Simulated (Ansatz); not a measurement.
Stretching the Ga1–H2 bond in GaH4N (SMILES [NH2][GaH2]) (multiplicity 1 held, fragments rigid). Energies count from the point at 1.562 Å.
Geometry at that point (charge 0, multiplicity 1):
```xyz
6

Ga     0.007    -0.175    -0.342
H     -1.292    -0.077    -1.204
H      1.332    -0.909    -0.722
N     -0.027     0.656     1.281
H     -0.820     1.161     1.639
H      0.746     0.664     1.926
```

R- and RO- levels are restricted; in cc, def2 and unpolarised 6-31G sets they are followed outwards from rest. U- levels take the lowest unrestricted solution at each point, which mixes spins at long bonds. Active spaces are followed from a long bond inwards. Levels need not reach the same state.

Correlated levels freeze the cores. Filled d and f shells under p-block atoms count as core.

Codes used: Ansatz (a program for electronic structure) with Gaussian orbitals. Values without a source in brackets are computed.

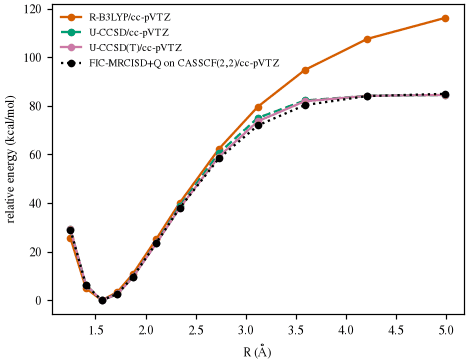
Fig. 1. Relative energy along the coordinate

Doubts at one or more of the structures used: a restricted determinant that unrestricted orbitals would lower (R-B3LYP/cc-pVTZ); a spin-contaminated determinant (U-CCSD/cc-pVTZ, U-CCSD(T)/cc-pVTZ); T1 above 0.05 (U-CCSD/cc-pVTZ, U-CCSD(T)/cc-pVTZ).
